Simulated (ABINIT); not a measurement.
# A GW chain in ABINIT: BN (Qingsongite), part 2 of 2

Wanted: ground state, empty states, screening and self-energy for BN (Qingsongite).

ABINIT 10.8.3; PBE and many-body steps on it, plane waves. Known limits of the many-body steps: not at the basis limit; coarse k mesh.

So far. Step 2 (Ground state): The gap is indirect, with the least direct gap 4.34 eV higher. Step 3 (Bands along the symmetry lines): The gap is 4.535 eV, as in the run before at this level.

### Step 4. Empty states on the mesh, 6×6×6 mesh, 66 bands

Level of this step: DFT, PBE, plane waves, norm-conserving pseudopotentials (ABINIT).

The sums over transitions need many empty states on a uniform mesh; this step solves for them.

File run.abi:

```
acell 3*1.0 Angstrom
rprim 
  -0.000000000000 1.807500000000 1.807500000000
  1.807500000000 0.000000000000 1.807500000000
  1.807500000000 1.807500000000 -0.000000000000
ntypat 2
znucl 5 7
natom 2
typat 1 2
xred 
  0.000000000000 0.000000000000 0.000000000000
  0.250000000000 0.250000000000 0.250000000000
pp_dirpath "pseudos"
pseudos "B.upf, N.upf"
ecut 36
ngkpt 6 6 6
nshiftk 1
shiftk 0 0 0
kptopt 1
chksymbreak 0
irdden 1
istwfk *1
nband 66
prtvol 0
optdriver 6
gwr_task "HDIAGO"
paral_kgb 0
occopt 1
indata_prefix "in"
outdata_prefix "out"
tmpdata_prefix "tmp"
```

Run with:

```bash
$ OMP_NUM_THREADS=1 mpirun -n 4 abinit run.abi > log
```

Numbers of over 12 decimals in the logs are rounded to 6 here.

Output:

```text
[banner, memory and clock lines left out]
.Version 10.8.3 of ABINIT. v10.8.2 released Aug 2026.

 Symmetries : space group F-4 3 m (#216); Bravais cF (face-center cubic)
[... echo of the input left out ...]
== DATASET  1 ==================================================================
-   mpi_nproc: 4, omp_nthreads: 1 (-1 if OMP is not activated)

--- !DatasetInfo
iteration_state: {dtset: 1, }
dimensions: {natom: 2, nkpt: 16, mband: 66, nsppol: 1, nspinor: 1, nspden: 1, mpw: 869, }
cutoff_energies: {ecut:  36.0, pawecutdg:  -1.0, }
electrons: {nelect:   8.00000000E+00, charge:   0.00000000E+00, occopt:   1.00000000E+00, tsmear:   1.00000000E-02, }

.Using double precision arithmetic; gwpc =  8

- Reading GS density from: in_DEN

--- Pseudopotential description ------------------------------------------------
- B Generated using ONCVPSP code by D. R. Hamann
-  5.00000   3.00000  171031                  znucl, zion, pspdat
12 -101130 1 -1 1534                          pspcod,pspxc,lmax,lloc,mmax
     nproj     2     2
  pspatm : epsatm=    3.38844616
         --- l  ekb(1:nproj) -->
             0    8.382104    1.234201
             1   -3.719492   -0.867526
 pspatm: atomic psp has been read  and splines computed

- N Generated using ONCVPSP code by D. R. Hamann
-  7.00000   5.00000  171031                  znucl, zion, pspdat
12 -101130 1 -1 1058                          pspcod,pspxc,lmax,lloc,mmax
     nproj     2     2
  pspatm : epsatm=    5.20977870
         --- l  ekb(1:nproj) -->
             0    7.494509    0.636305
             1   -4.293905   -1.006988
 pspatm: atomic psp has been read  and splines computed

   6.87857989E+01                                ecore*ucvol(ha*bohr**3)

 Total charge density [el/Bohr^3]
)     Maximum=    5.6373E-01  at reduced coord.    0.2000    0.2000    0.4000
)     Minimum=    7.6975E-03  at reduced coord.    0.0000    0.0000    0.0000
   Integrated=    8.0000E+00

 === KS gaps after direct diagonalization ===
 Indirect band gap semiconductor
 Fundamental gap:     4.535 (eV)
   VBM:     8.220 (eV) at k: [ 0.0000E+00,  0.0000E+00,  0.0000E+00]
   CBM:    12.755 (eV) at k: [ 5.0000E-01,  5.0000E-01,  0.0000E+00]
 Direct gap:         8.878 (eV) at k: [ 0.0000E+00,  0.0000E+00,  0.0000E+00]

== END DATASET(S) ==============================================================

 -outvars: echo values of variables after computation  --------
           etotal      0.0000000000E+00
            nband          66
             nkpt          16
          spgroup         216
 [... the other variables as echoed above ...]

 Calculation completed.
```

It took 4.2 s on 4 MPI ranks of Arm Neoverse V2, shared host; peak memory 0.3 GiB.

This step gave:

```
gap                                                           : 4.535 eV
k of the valence top                                          : 0, 0, 0
k of the conduction bottom                                    : 0.5, 0.5, 0
least direct gap                                              : 8.878 eV
k points computed                                             : 16
lowest point of the top converged band, above the valence top : 124.3645 eV
```

On this mesh the gap is 4.535 eV.

### Step 5. Screening, 6×6×6 mesh, 58 bands, screening to 217.7 eV

The RPA dielectric matrix is built and inverted for each q.

This step: RPA screening on PBE, plane waves, norm-conserving pseudopotentials.

Edit run.abi of step 4 so:

```diff
@@ -20,10 +20,11 @@
 chksymbreak 0
-irdden 1
 istwfk *1
-nband 66
-prtvol 0
-optdriver 6
-gwr_task "HDIAGO"
-paral_kgb 0
 occopt 1
+irdwfk 1
+optdriver 3
+nband 58
+ecuteps 8
+inclvkb 2
+awtr 1
+symchi 1
 indata_prefix "in"
```

Output:

```text
.Version 10.8.3 of ABINIT. v10.8.2 released Aug 2026.

 Symmetries : space group F-4 3 m (#216); Bravais cF (face-center cubic)
[... echo of the input left out ...]
== DATASET  1 ==================================================================
-   mpi_nproc: 4, omp_nthreads: 1 (-1 if OMP is not activated)

--- !DatasetInfo
iteration_state: {dtset: 1, }
dimensions: {natom: 2, nkpt: 16, mband: 58, nsppol: 1, nspinor: 1, nspden: 1, mpw: 869, }
cutoff_energies: {ecut:  36.0, pawecutdg:  -1.0, }
electrons: {nelect:   8.00000000E+00, charge:   0.00000000E+00, occopt:   1.00000000E+00, tsmear:   1.00000000E-02, }

 SCREENING: Calculation of the susceptibility and dielectric matrices

 Based on a program developped by R.W. Godby, V. Olevano, G. Onida, and L. Reining.
 Incorporated in ABINIT by V. Olevano, G.-M. Rignanese, and M. Torrent.
.Using double precision arithmetic ; gwpc =  8

[... cell and pseudopotentials left out ...]
--------------------------------------------------------------------------------

 ==== K-mesh for the wavefunctions ====
 Number of points in the irreducible wedge :    16
[... list of points left out ...]
 Together with 24 symmetry operations and time-reversal symmetry
 yields   216 points in the full Brillouin Zone.

 ==== Q-mesh for the screening function ====
 Number of points in the irreducible wedge :    16
[... list of points left out ...]
 Together with 24 symmetry operations and time-reversal symmetry
 yields   216 points in the full Brillouin Zone.

 setmesh: FFT mesh size selected  =    20x   20x   20
          total number of points  =         8000

 vcoul_init : cutoff-mode = AUXILIARY_FUNCTION
 q-points for optical limit:   1
     1)      0.000010    0.000020    0.000030

- screening: taking advantage of time-reversal symmetry
- Maximum band index for partially occupied states nbvw = 4
- Remaining bands to be divided among processors   nbcw = 54
- Number of bands treated by each node ~13

 Number of electrons calculated from density =    8.0000; Expected =    8.0000
 average of density, n =  0.100376
 r_s =    1.3348
 omega_plasma =   30.5612 [eV]

 calculating chi0 at frequencies [eV] :
  1    0.000000E+00    0.000000E+00
  2    0.000000E+00    3.056116E+01

--------------------------------------------------------------------------------
  q-point number  1        q = ( 0.000000, 0.000000, 0.000000) [r.l.u.]
--------------------------------------------------------------------------------
[... chi0 elements left out ...]
 For q-point:  0.000010 0.000020 0.000030
  dielectric constant =   4.3970
  dielectric constant without local fields =   4.7424

  Average fulfillment of the sum rule on Im[epsilon] for q-point    1 :     85.32  [%]
[... wings left out ...]
  q-point number  2        q = ( 0.166667, 0.000000, 0.000000) [r.l.u.]
--------------------------------------------------------------------------------
[... chi0 elements left out ...]
  Average fulfillment of the sum rule on Im[epsilon] for q-point    2 :     95.92  [%]

 [... 14 further q-points ...]
```

Elapsed: 6.6 s, on 4 MPI ranks; peak memory 0.42 GiB.

This step gave:

```
ε∞ with local fields, on this mesh, along the program's q direction : 4.397
the same without local fields                                       : 4.742
plasma frequency                                                    : 30.56 eV
plane waves in the screening matrix                                 : 65
```

Local fields lower ε∞ by 7 %. On a Γ-centred mesh this coarse the value itself is usually too large, while a short band sum pulls it down.

### Step 6. Self-energy, 6×6×6 mesh, 58 bands, screening to 217.7 eV

The self-energy is evaluated for the states that the input lists, and the levels follow from it, in one-shot runs by the linearised quasiparticle equation.

This step: G0W0 on PBE, plane waves, norm-conserving pseudopotentials.

Edit run.abi of step 5 so:

```diff
@@ -23,8 +23,17 @@
 irdwfk 1
-optdriver 3
+optdriver 4
 nband 58
+gwcalctyp 0
+ecutsigx 36
+symsigma 1
+nkptgw 2
+kptgw 
+  0.0000000000 0.0000000000 0.0000000000
+  0.5000000000 0.5000000000 0.0000000000
+bdgw 
+  2 7
+  3 6
 ecuteps 8
-inclvkb 2
-awtr 1
-symchi 1
+irdscr 1
+ppmodel 1
 indata_prefix "in"
```

Output:

```text
.Version 10.8.3 of ABINIT. v10.8.2 released Aug 2026.

 Symmetries : space group F-4 3 m (#216); Bravais cF (face-center cubic)
[... echo of the input left out ...]
== DATASET  1 ==================================================================
-   mpi_nproc: 4, omp_nthreads: 1 (-1 if OMP is not activated)

--- !DatasetInfo
iteration_state: {dtset: 1, }
dimensions: {natom: 2, nkpt: 16, mband: 58, nsppol: 1, nspinor: 1, nspden: 1, mpw: 869, }
cutoff_energies: {ecut:  36.0, pawecutdg:  -1.0, }
electrons: {nelect:   8.00000000E+00, charge:   0.00000000E+00, occopt:   1.00000000E+00, tsmear:   1.00000000E-02, }

 SIGMA: Calculation of the GW corrections

 Based on a program developped by R.W. Godby, V. Olevano, G. Onida, and L. Reining.
 Incorporated in ABINIT by V. Olevano, G.-M. Rignanese, and M. Torrent.
.Using double precision arithmetic ; gwpc =  8

[... cell and pseudopotentials left out ...]
--------------------------------------------------------------------------------

 ==== K-mesh for the wavefunctions ====
 Number of points in the irreducible wedge :    16
[... list of points left out ...]
 Together with 24 symmetry operations and time-reversal symmetry
 yields   216 points in the full Brillouin Zone.

 ==== Q-mesh for screening function ====
 Number of points in the irreducible wedge :    16
[... list of points left out ...]
 Together with 24 symmetry operations and time-reversal symmetry
 yields   216 points in the full Brillouin Zone.

 vcoul_init : cutoff-mode = AUXILIARY_FUNCTION
 q-points for optical limit:   1
     1)      0.000010    0.000020    0.000030
 setmesh: FFT mesh size selected  =    25x   25x   25
          total number of points  =        15625

 Number of electrons calculated from density =    8.0000; Expected =    8.0000
 average of density, n =  0.100376
 r_s =    1.3348
 omega_plasma =   30.5612 [eV]

 === KS Band Gaps ===
  >>>> For spin  1
   Minimum direct gap =   8.8782 [eV], located at k-point      :   0.0000  0.0000  0.0000
   Fundamental gap    =   4.5349 [eV], Top of valence bands at :   0.0000  0.0000  0.0000
                                       Bottom of conduction at :   0.5000  0.5000  0.0000
 SIGMA fundamental parameters:
 PLASMON POLE MODEL  1
 number of plane-waves for SigmaX                  869
 number of plane-waves for SigmaC and W             65
 number of plane-waves for wavefunctions           869
 number of bands                                    58
 number of independent spin polarizations            1
 number of spinorial components                      1
 number of k-points in IBZ                          16
 number of q-points in IBZ                          16
 number of symmetry operations                      24
 number of k-points in BZ                          216
 number of q-points in BZ                          216
 number of frequencies for dSigma/dE                 9
 frequency step for dSigma/dE [eV]                0.25
 number of omega for Sigma on real axis              0
 max omega for Sigma on real axis  [eV]           0.00
 zcut for avoiding poles [eV]                     0.10

 EPSILON^-1 parameters (SCR file):
 dimension of the eps^-1 matrix on file             65
 dimension of the eps^-1 matrix used                65
 number of plane-waves for wavefunctions           869
 number of bands                                    58
 number of q-points in IBZ                          16
 number of frequencies                               2
 number of real frequencies                          1
 number of imag frequencies                          1

 matrix elements of self-energy operator (all in [eV])

 Perturbative Calculation

--- !SelfEnergy_ee
iteration_state: {dtset: 1, }
kpoint     : [   0.000,    0.000,    0.000, ]
spin       : 1
KS_gap     :    8.878
QP_gap     :   10.873
Delta_QP_KS:    1.995
data: !SigmaeeData |
     Band     E0 <VxcDFT>   SigX SigC(E0)      Z dSigC/dE  Sig(E)    E-E0       E
        2   8.220 -18.521 -22.105   2.663   0.828  -0.207 -19.284  -0.763   7.457
        3   8.220 -18.521 -22.105   2.663   0.828  -0.207 -19.284  -0.763   7.457
        4   8.220 -18.521 -22.105   2.663   0.828  -0.207 -19.284  -0.763   7.457
        5  17.099 -13.778  -7.120  -5.195   0.842  -0.187 -12.546   1.232  18.331
        6  17.099 -13.778  -7.120  -5.195   0.842  -0.187 -12.546   1.232  18.331
        7  17.099 -13.778  -7.120  -5.195   0.842  -0.187 -12.546   1.232  18.331

--- !SelfEnergy_ee
iteration_state: {dtset: 1, }
kpoint     : [   0.500,    0.500,    0.000, ]
spin       : 1
KS_gap     :    9.442
QP_gap     :   11.362
Delta_QP_KS:    1.920
data: !SigmaeeData |
     Band     E0 <VxcDFT>   SigX SigC(E0)      Z dSigC/dE  Sig(E)    E-E0       E
        3   3.313 -16.496 -21.664   3.618   0.818  -0.223 -17.763  -1.267   2.046
        4   3.313 -16.496 -21.664   3.618   0.818  -0.223 -17.763  -1.267   2.046
        5  12.755 -12.569  -7.356  -4.447   0.854  -0.171 -11.915   0.654  13.409
        6  17.562 -12.695  -6.758  -5.028   0.851  -0.175 -11.922   0.773  18.335

== END DATASET(S) ==============================================================
================================================================================

 -outvars: echo values of variables after computation  --------
           etotal      0.0000000000E+00
            nband          58
             nkpt          16
          spgroup         216
 [... the other variables as echoed above ...]

 Calculation completed.
```

Elapsed: 2.3 s, on 4 MPI ranks; peak memory 0.11 GiB; 8.8 s of CPU time.

Numbers from this step:

- G0W0 gap on the points computed: 5.952 eV
- starting gap on the mesh: 4.535 eV
- k of the valence top: 0, 0, 0
- k of the conduction bottom: 0.5, 0.5, 0
- Z at the valence top: 0.828
- Z at the conduction bottom: 0.854
- least direct G0W0 gap on the computed points: 10.87 eV

The gap on the mesh goes from 4.53 eV to 5.95 eV, a correction of +1.42 eV.

Limits: finite bands, cutoff and mesh; coarse k mesh. v1 is the top filled band, c1 the lowest empty one. Levels before and after the correction, in eV, zero at the valence-band top of each column:

|  | conduction bottom | valence top |
| --- | --- | --- |
| Kohn-Sham | 4.53 | 0.00 |
| G0W0 | 5.95 | 0.00 |

|  | level | energy (eV) |
| --- | --- | --- |
| Kohn-Sham | Γ v3-v1 | 0.000 |
| Kohn-Sham | Γ c1-c3 | 8.878 |
| Kohn-Sham | (0.5 0.5 0) v2-v1 | -4.907 |
| Kohn-Sham | (0.5 0.5 0) c1 | 4.535 |
| Kohn-Sham | (0.5 0.5 0) c2 | 9.342 |
| G0W0 | Γ v3-v1 | 0.000 |
| G0W0 | Γ c1-c3 | 10.874 |
| G0W0 | (0.5 0.5 0) v2-v1 | -5.411 |
| G0W0 | (0.5 0.5 0) c1 | 5.952 |
| G0W0 | (0.5 0.5 0) c2 | 10.878 |

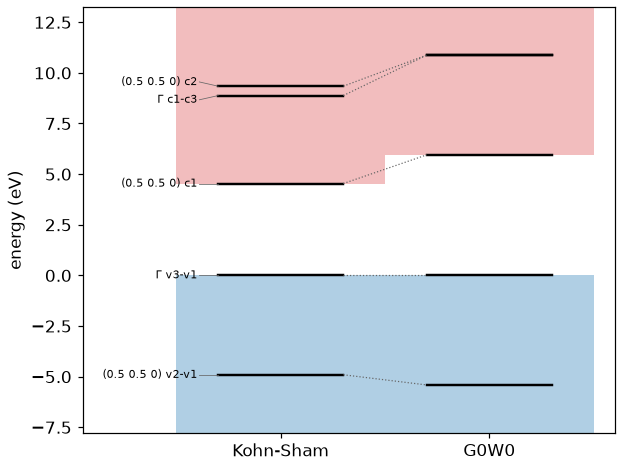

Levels before and after the correction. Shaded: valence and conduction bands.

### Step 7. Where the time went

Times are wall times on 4 MPI ranks of Arm Neoverse V2, shared host, good to a factor of about two.

| step | time | share | memory (GiB) |
| --- | --- | --- | --- |
| ground state | 4 s | 20 % | 0.25 |
| bands along the symmetry lines | 3 s | 15 % | 0.07 |
| empty states on the mesh | 4.2 s | 21 % | 0.3 |
| screening | 6.6 s | 33 % | 0.42 |
| self-energy | 2.3 s | 11 % | 0.11 |

### Step 8. Outcome

| Quantity | Value |
| --- | --- |
| PBE gap | 4.54 eV, indirect |
| G0W0 gap on the mesh | 5.95 eV |
| GW settings | 6×6×6 mesh, 58 bands, screening to 217.7 eV, Godby-Needs plasmon pole |
| known limits | not at the basis limit; coarse k mesh |

G0W0 moves the gap on the mesh from 4.53 eV to 5.95 eV (+1.42 eV), with Z of 0.83 and 0.85 at the edges. Local fields lower the RPA ε∞ on this mesh from 4.74 to 4.40; a Γ-centred mesh this coarse tends to raise both, most where the direct gap is narrow, while a short band sum lowers them. Only 2 of the mesh's irreducible points were corrected, so a valley elsewhere could overtake. The dearest step here is «screening». Bands and cutoff are finite, so the gap is not at the basis limit. The miss can reach some tenths of an eV and take either sign; the mesh is an error of its own. In the G0W0 run levels were corrected at 2 k points alone, so a gap called «on the mesh» is the least over those, and an edge elsewhere would be missed. The 6×6×6 mesh is coarse for this cell, which bears on the long-range parts of exchange and screening.

[Paths, hosts, dates, memory and timing lines, banners, echoed tables and standing remarks are left out of the program output.]

[Logs are printed without paths, hosts, clocks, repeated set-up lines and the standing remarks that a program may print on its own settings, such as how far it seeks lower states.]

[Runs of the session that timed out or met a known fault of the program may be left out.]

[Hosts, paths, dates, database ids (printed as entryN), source tags and the programs' standing remarks are cut or masked in the printed files.]

[G0W0 gaps are taken among the corrected bands and points alone; a level outside them can change the order at an edge.]

[Where Ansatz stands beside ABINIT at settings called matched, ABINIT's density can come from a denser mesh and the files from another edition; pairs whose starting gaps differed by over 0.03 eV were left out, so agreement reads better than it is.]
